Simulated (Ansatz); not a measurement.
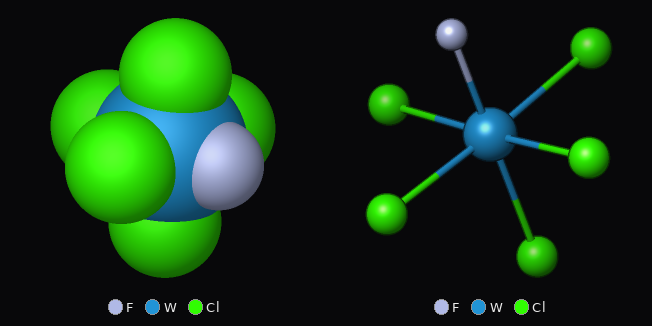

The same structure drawn twice, from different directions.

The species is neutral and a spin singlet.

> Give the formula.

WCl₅F, 7 atoms: 1 tungsten, 5 chlorine and 1 fluorine.

> Count the bonded pairs by element.

5 Cl–W, 1 F–W.

> What is its SMILES?

[F][W]([Cl])([Cl])([Cl])([Cl])[Cl]

> How many atoms are distinct by symmetry?

4: 1 F, 1 W, 4 Cl, 1 Cl.

> Which point group does it belong to?

C4v.

More results for the same structure follow; atom numbers are the same in all pictures, views and colours differ. The computed structure is the end point of a PBE0-D4/def2-TZVP optimisation.

### Geometry

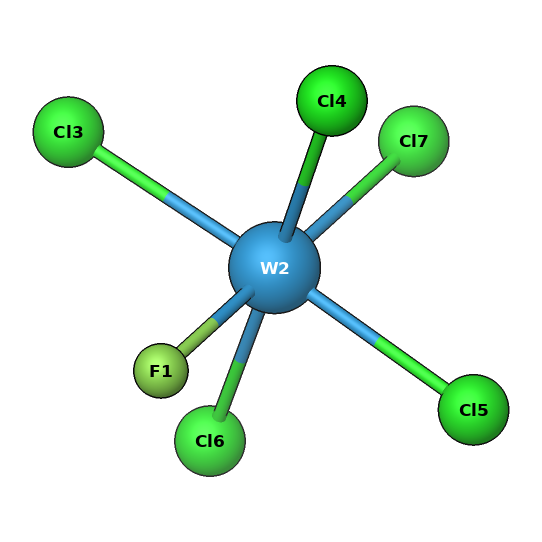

Numbered structure.

Give these bond angles: F1–W2–Cl3, F1–W2–Cl7, Cl3–W2–Cl4, Cl3–W2–Cl7.

| angle | degrees |
| --- | --- |
| F1–W2–Cl3 | 88.5 |
| F1–W2–Cl7 | 180.0 |
| Cl3–W2–Cl4 | 90.0 |
| Cl3–W2–Cl7 | 91.5 |

### Dipole moment

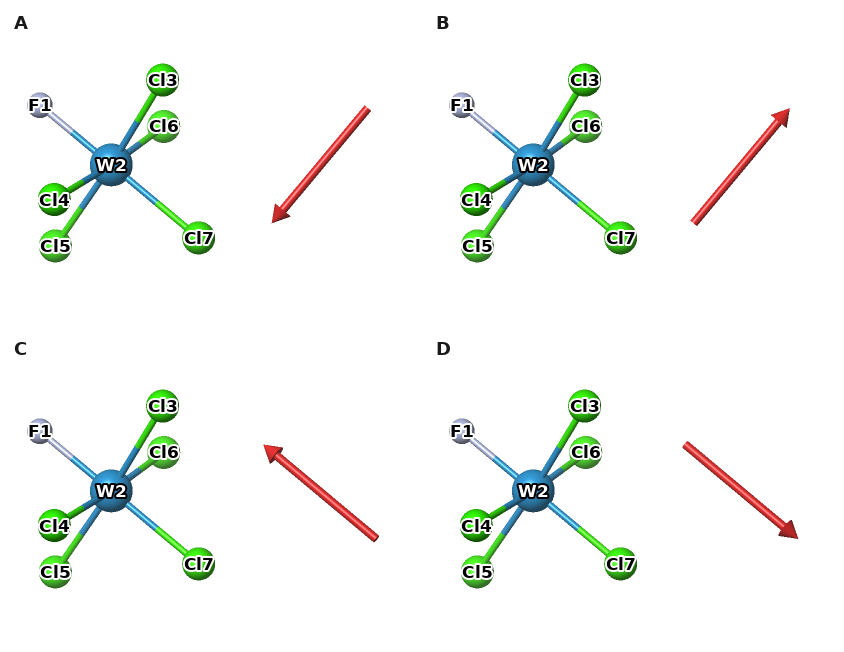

The same molecule four times, each with an arrow. Method: RKS ωB97M-V/def2-TZVPP, core potentials on W (Ansatz 0.2.0).

> Which arrow points along the dipole moment, from the negative to the positive end?

D. The dipole moment is 0.71 D; it points from the side of F1 to the side of Cl7 (the outermost atoms at the two ends).

### Vibrations

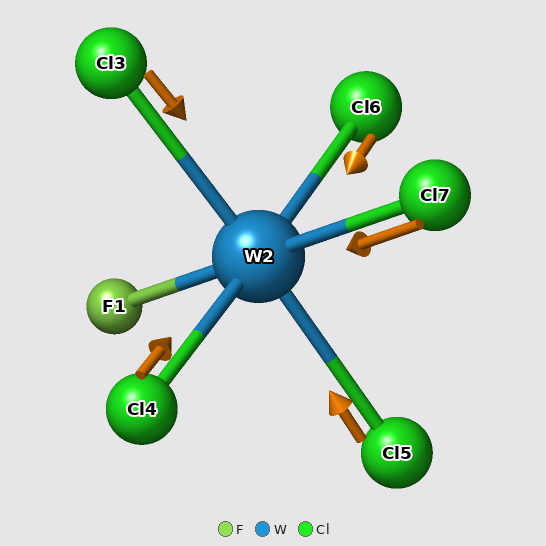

The arrows show one normal mode. Harmonic vibrations computed with RKS PBE0-D4/def2-TZVP, core potentials on W (Ansatz 0.2.0) at a stationary point of the same level.

> Describe the motion.

Mostly in-phase stretching of 5 W–Cl bonds.

> At what wavenumber does it lie?

415 cm⁻¹; it is mode 14 of 15 counted from the lowest.

### Charges

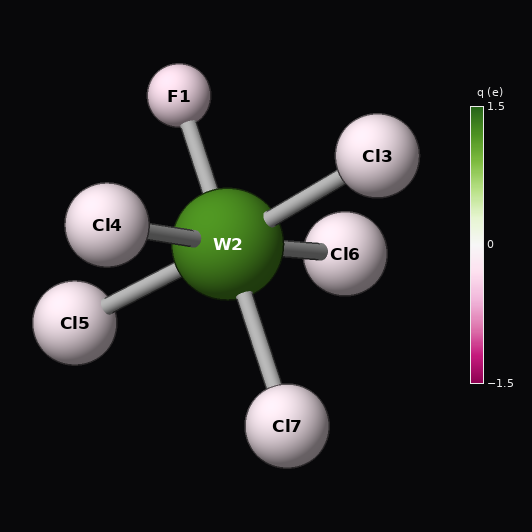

Atoms are coloured by their Mulliken charges. Level of theory: RKS PBE0-D4/def2-TZVP, core potentials on W (Ansatz 0.2.0).

> Which atom carries the highest charge (most positive or least negative)?

W2 (1.18 e).

> And the lowest?

F1 (−0.28 e).

Give the Mulliken charges atom by atom.

```
atom  value (e)
  F1      −0.28
  W2       1.18
 Cl3      −0.18
 Cl4      −0.18
 Cl5      −0.18
 Cl6      −0.18
 Cl7      −0.16
```

Mulliken values depend strongly on the basis set and can even reverse the polarity of a bond.
